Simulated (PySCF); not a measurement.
# Run report: C4H7N, NMR shielding calculation

System: C4H7N.
Method: GIAO wB97X-D/pcSseg-1 NMR shielding, non-relativistic, IEF-PCM chloroform (PySCF 2.14.0).

The geometry comes from this level: PBE0-D3(BJ)/def2-SVP. Figures and captions count atoms from 1; the log counts them from 0 in places.

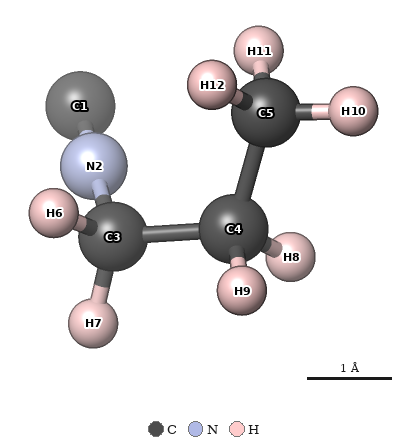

The structure (ball-and-stick view, seen at a tilt; atoms are numbered from 1 in the order of the input). Bond lengths as drawn: C–C 1.52 to 1.53 Å, C–H 1.10 Å and C–N 1.17 to 1.42 Å.

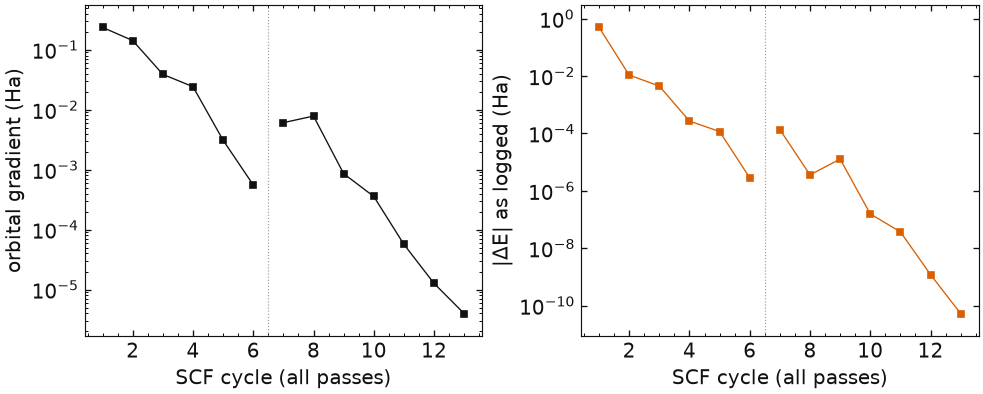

Convergence of the self-consistent field: orbital gradient and size of the energy change against the SCF cycle. The dotted line marks the change from a coarse to the final integration grid. The first 6 cycles use a coarse grid, the final grid takes over at cycle 7, and the field converges after 13 cycles in all.

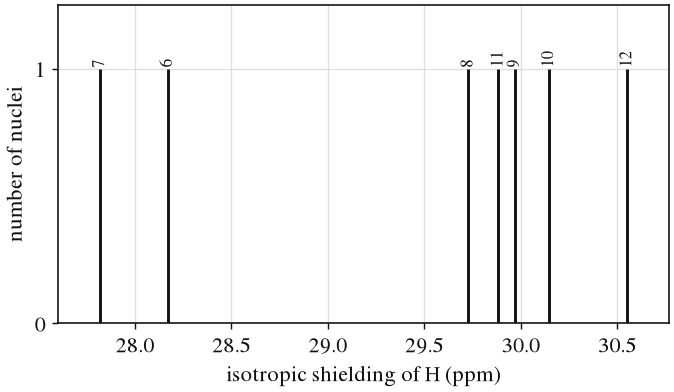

Isotropic shieldings of the hydrogen nuclei in this fixed geometry, labelled by atom number; shielding grows to the right, so chemical shift grows to the left. The least shielded is H7 (27.8 ppm), the most shielded H12 (30.6 ppm).

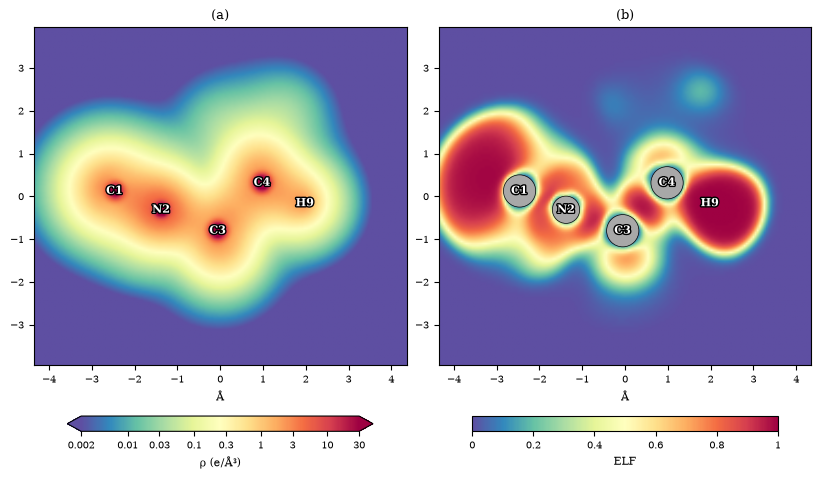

(a) total electron density; (b) ELF on the plane of atoms C3, C4 and H9. Grey discs, where drawn, cover atomic cores. The section cuts through C, N and H sites.

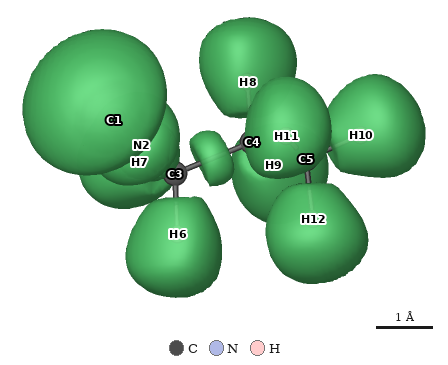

Isosurface of the electron localisation function at 0.75 (green), seen from the side. Only the valence region is drawn (cores and ρ < 0.01 e/Å³ removed). Profiles from the grid: C–N (1.17 Å): the ELF peaks at about 0.90 between the atoms; a double or triple bond. C–C (1.52 Å): the ELF peaks at about 0.95 between the atoms, which marks localised, shared-pair bonding.

These pictures come from the run below.

Input:
```
{"job": {"xc": "wB97X-D", "basis": "pcSseg-1", "solvent": "chloroform", "kind": "nmr", "pop": true}, "charge": 0, "multiplicity": 1}
C      1.943516     2.010412    -0.144013
N      1.558197     0.904787    -0.208834
C      1.055214    -0.416658    -0.271623
C     -0.260995    -0.575251     0.483643
C     -1.383429     0.290829    -0.061075
H      0.922576    -0.681938    -1.334205
H      1.819658    -1.095966     0.138327
H     -0.084051    -0.348303     1.547929
H     -0.536837    -1.641390     0.433074
H     -2.309369     0.144511     0.513828
H     -1.122133     1.358670    -0.009219
H     -1.601149     0.049611    -1.113858
```

The first line tells a small driver script what to run in PySCF; the rest is the geometry in Å.

Launched with:
```bash
OMP_NUM_THREADS=1 python <driver script> task.json out
```

Log:
```
coarse grid: 9752 points
cycle   1  E = -211.2065902763  dE =  4.931e-01  |g| = 2.355e-01  |ddm| = 2.881e+00
cycle   2  E = -211.2172993581  dE = -1.071e-02  |g| = 1.421e-01  |ddm| = 3.539e-01
cycle   3  E = -211.2217559366  dE = -4.457e-03  |g| = 3.880e-02  |ddm| = 1.098e-01
cycle   4  E = -211.2220239443  dE = -2.680e-04  |g| = 2.417e-02  |ddm| = 4.292e-02
cycle   5  E = -211.2221396187  dE = -1.157e-04  |g| = 3.090e-03  |ddm| = 1.428e-02
cycle   6  E = -211.2221424396  dE = -2.821e-06  |g| = 5.562e-04  |ddm| = 5.167e-03
final grid: 93432 points
cycle   7  E = -211.2549529772  dE = -1.354e-04  |g| = 6.078e-03  |ddm| = 3.630e-02
cycle   8  E = -211.2549494095  dE =  3.568e-06  |g| = 7.821e-03  |ddm| = 1.121e-02
cycle   9  E = -211.2549621076  dE = -1.270e-05  |g| = 8.569e-04  |ddm| = 4.255e-03
cycle  10  E = -211.2549622635  dE = -1.560e-07  |g| = 3.569e-04  |ddm| = 1.276e-03
cycle  11  E = -211.2549623005  dE = -3.694e-08  |g| = 5.671e-05  |ddm| = 4.611e-04
cycle  12  E = -211.2549623017  dE = -1.194e-09  |g| = 1.267e-05  |ddm| = 1.395e-04
cycle  13  E = -211.2549623017  dE = -5.224e-11  |g| = 3.975e-06  |ddm| = 2.122e-05
converged SCF energy = -211.2549623017

GIAO shielding tensors (ppm)
atom      isotropic    diamagn.    paramagn.     s11        s22        s33       span
  0 C        9.120     259.677    -250.557   -116.773   -112.766    256.899    373.672
  1 N       63.392     336.081    -272.689    -91.563    -76.791    358.530    450.093
  2 C      141.805     246.225    -104.421    119.191    141.834    164.389     45.199
  3 C      159.433     246.831     -87.398    152.963    155.761    169.575     16.611
  4 C      172.432     247.661     -75.229    159.557    172.077    185.660     26.103
  5 H       28.170      28.849      -0.679     23.707     27.629     33.174      9.468
  6 H       27.819      27.591       0.229     22.620     27.507     33.332     10.712
  7 H       29.729      30.460      -0.730     25.385     28.367     35.437     10.052
  8 H       29.969      30.015      -0.046     25.125     28.269     36.513     11.388
  9 H       30.147      28.820       1.327     25.724     27.441     37.277     11.553
 10 H       29.884      30.781      -0.897     25.515     29.279     34.858      9.343
 11 H       30.552      29.921       0.632     26.698     27.985     36.974     10.275
```

Key numbers:

| quantity | value |
| --- | --- |
| outcome | converged |
| total energy | −211.254962 hartree |
| HOMO | −10.97 eV |
| LUMO | 2.47 eV |
| dipole moment | 4.52 D |
| isotropic shielding, C | 9.1 to 172.4 ppm |
| isotropic shielding, N | 63.4 ppm |
| isotropic shielding, H | 27.8 to 30.6 ppm |
| hardware | 1 CPU thread, shared host |
| wall time | 17 s |
| peak memory | 0.68 GiB |
